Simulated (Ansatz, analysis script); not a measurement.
# Fixed-spin-moment curve of Pt, part 2 of 2

Aim: the energy of Pt as its total moment is fixed at a series of values, and its answer to a field.

Ansatz 0.2.0; PBE, PAW set soft_1.

So far. Step 8 (Total moment fixed at 0.5 μB): The energy is 29.5 meV from the state without spin, and the largest site carries 0.500 μB.

**9. Total moment fixed at 0.9 μB**

Level of this step: Ansatz DFT, collinear, total moment fixed by two Fermi levels; PBE, PAW set soft_1; PAW set soft_1 (Ansatz).

Input file input.yaml:

```yaml
crystal:
  lattice:
    - [0.0, 1.9609, 1.9609]
    - [1.9609, 0.0, 1.9609]
    - [1.9609, 1.9609, 0.0]
  atoms:
    - { symbol: Pt, position: [0.0, 0.0, 0.0], spin: 0.9 }
magnetization:
  spin_polarized: true
  initial_magnetization: 0.9
  spin_locking: { lock_magnetization: hard }
kpoints:
  mp_grid: { grid: [17, 17, 17] }
hamiltonian:
  xc: pbe
  pseudopotentials: { kind: paw, azcp: { folder: soft_1 } }
scf:
  occupations: { method: fermi_dirac, width: 0.05 }
  max_iter: 120
  convergence: { dr2_threshold: 1.0e-08 }
  lower_state_search: "off"
basis:
  ecutwfc: 420.0
```

On the command line:

```
$ ansatz run input.yaml --threads 1 --pin off --max-ram 2560MiB --backend cpu --events-out ev --progress --plain --runs-dir out
```

Numbers of over 12 decimals in the logs are rounded to 6 here.

What it wrote:

```text
[...]
Crystal: 1 atoms, lattice volume = 15.080 Å³
Basis set: ecut = 420 eV, 283 PW (Γ)
Bands: 14, of which v1, the nominal top of the filled ones, is band 9 counted from 1 (8 counted from 0)
Symmetry: 48 space group operations
[...]
k-points: 165 of 4913
[...]
Starting moments: Σ|m| = 0.9 μB on 1 of 1 site
[...]
Magnetization: 0.9000 μB (9.4500 up, 8.5500 down)
Absolute magnetization: 0.9011 μB (∫|ρ↑−ρ↓|, with the PAW one-centre terms)
[...]
Per-site moments (μB) at R_I (Å): [(0.875066, 1.143917)]
Free energy (F): -12524.512614 eV
[...]
Internal energy: -12524.507174 eV  (E = F + TS)
E sigma→0 (E₀):  -12524.509894 eV
Entropy (-TS):   -0.005439 eV (-5.439 meV/atom)
Fermi energy:    23.877337 (↑ 24.627541, ↓ 23.127134) eV
[...]
[key lines of the parts left out:]
SCF converged after 8 iterations
```

The job ended after 3.1 s (1 thread of Arm Neoverse V2, shared host; peak memory 0.26 GiB).

The energy is 189 meV from the state without spin, and the largest site carries 0.875 μB.

5 more runs differ from these in the same keys alone and are tabled below.

**10. No field, tight threshold**

A field gives a second route to the same curve. A thousand tesla shift each spin by 58 meV, and the threshold is tightened so that small induced moments are resolved.

input.yaml, the sections that differ from step 9:

```yaml
crystal:
  lattice:
    - [0.0, 1.9609, 1.9609]
    - [1.9609, 0.0, 1.9609]
    - [1.9609, 1.9609, 0.0]
  atoms:
    - { symbol: Pt, position: [0.0, 0.0, 0.0], spin: 0.3 }
magnetization:
  spin_polarized: true
scf:
  occupations: { method: fermi_dirac, width: 0.05 }
  max_iter: 120
  convergence: { dr2_threshold: 1.0e-10 }
  lower_state_search: "off"
# kpoints, hamiltonian, basis: as in step 9
```

What it wrote:

```text
[...]
Crystal: 1 atoms, lattice volume = 15.080 Å³
Basis set: ecut = 420 eV, 283 PW (Γ)
Bands: 14, of which v1, the nominal top of the filled ones, is band 9 counted from 1 (8 counted from 0)
Symmetry: 48 space group operations
[...]
k-points: 165 of 4913
[...]
Starting moments: Σ|m| = 0.3 μB on 1 of 1 site
[...]
SCF converged after 17 iterations
Magnetization: -0.0000 μB (9.0000 up, 9.0000 down)
Absolute magnetization: 0.0000 μB (∫|ρ↑−ρ↓|, with the PAW one-centre terms)
[...]
Per-site moments (μB) at R_I (Å): [(-5.28511382000199e-6, 1.143917)]
Free energy (F): -12524.701134 eV
[...]
Internal energy: -12524.686279 eV  (E = F + TS)
E sigma→0 (E₀):  -12524.693706 eV
Entropy (-TS):   -0.014855 eV (-14.855 meV/atom)
Fermi energy:    23.399700 eV
[...]
```

Wall time 5.4 s (1 thread); peak memory 0.26 GiB.

The net moment is 0 μB a cell.

**11. Field of 1500 T**

input.yaml: that of step 10 with these lines changed.

```diff
@@ -9,2 +9,3 @@
   spin_polarized: true
+  magnetic_field: 1500.0
 kpoints:
```

What it wrote:

```text
[...]
Crystal: 1 atoms, lattice volume = 15.080 Å³
Basis set: ecut = 420 eV, 283 PW (Γ)
Bands: 14, of which v1, the nominal top of the filled ones, is band 9 counted from 1 (8 counted from 0)
Symmetry: 48 space group operations
[...]
k-points: 165 of 4913
[...]
Starting moments: Σ|m| = 0.3 μB on 1 of 1 site
[...]
SCF converged after 12 iterations
Magnetization: 0.3607 μB (9.1804 up, 8.8196 down)
Absolute magnetization: 0.3713 μB (∫|ρ↑−ρ↓|, with the PAW one-centre terms)
[...]
Per-site moments (μB) at R_I (Å): [(0.362226, 1.143917)]
Free energy (F): -12524.718982 eV
[...]
Internal energy: -12524.707109 eV  (E = F + TS)
E sigma→0 (E₀):  -12524.713045 eV
Entropy (-TS):   -0.011872 eV (-11.872 meV/atom)
Fermi energy:    23.437776 eV
[...]
```

It took 3.7 s on 1 thread; peak memory 0.26 GiB.

The net moment is 0.361 μB a cell.

2 more runs differ from these in the same keys alone and are tabled below.

**12. E(M) and M(B)**

Energy less the state without spin against total moment:

```csv
total moment (μB/cell),energy less the state without spin (meV/cell)
0.000,0
0.100,0.749
0.200,3.45
0.300,8.80
0.400,17.2
0.500,29.5
0.600,46.0
0.700,68.8
0.800,120
0.900,189
```

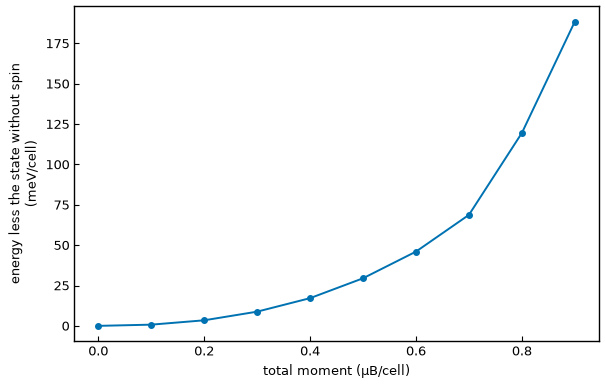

Energy less the state without spin, plotted against total moment.

The field that holds a moment is half the difference of the two Fermi levels over μB.

The field that holds the moment by total moment:

```csv
total moment (μB/cell),field that holds the moment (T)
0.100,273
0.200,684
0.300,1169
0.400,1758
0.500,2491
0.600,3264
0.700,5002
0.800,10941
0.900,12960
```

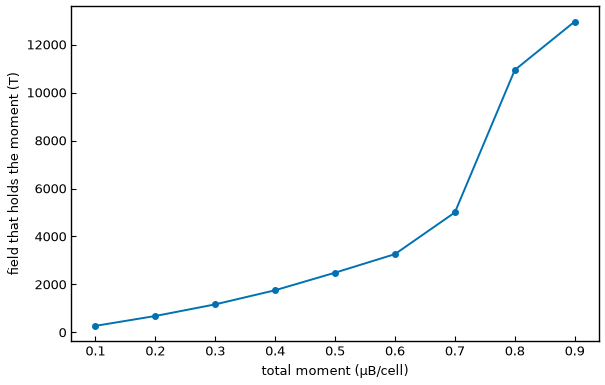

Field that holds the moment, plotted against total moment.

Table of total moment by field:

```csv
field (T),total moment (μB/cell)
0,-5.3e-6
300,0.108
600,0.182
1500,0.361
```

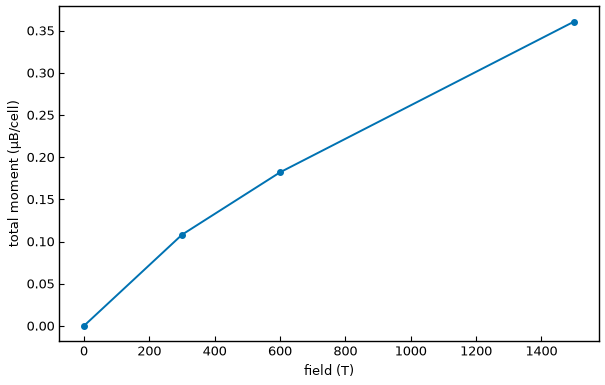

Total moment against field.

Three Landau terms miss the curve as a whole or at its small-moment end, and no Stoner analysis is made here.

**13. Results**

```yaml
state_of_the_free_run: non-magnetic
net_moment_of_the_free_run: 0 μB
energy_of_the_free_run_from_the_state_without_spin: 0 meV a cell
lowest_of_the_fixed_moments_tried: M = 0 μB, 0 meV
dm_db_between_0_and_300_t: 0.360 μB a cell per 1000 T
```

**Reading.** From parallel starts in this cell no moment survives, so no ferromagnetic state is found at this level (opposed orders were not tried); a cell moment of 0.5 μB costs 29 meV. E(M) is lowest at M = 0 and costs 189 meV at 0.9 μB. The two routes can be compared: 1500 T induce 0.361 μB, and the fixed-moment runs need about 1509 T for that moment, by interpolation. The field acts on spins alone. The 13 fixed-moment and field runs took 44 s of wall time, added up. Energies are free energies at a smearing of 0.05 eV, and with partly filled levels differences shift, at times strongly, as the smearing goes to zero. In doubt: the program's search for lower states was switched off, so a lower magnetic state than those reached may exist.

[Logs and program files are shortened in this print: banners, set-up blocks, solver, clock and traceback lines can be left out without a mark of their own.]

[Logs are printed without paths, hosts, clocks, repeated set-up lines and the standing remarks that a program may print on its own settings, such as how far it seeks lower states.]

[Hosts, paths, dates, database ids (printed as entryN), source tags and the programs' standing remarks are cut or masked in the printed files.]
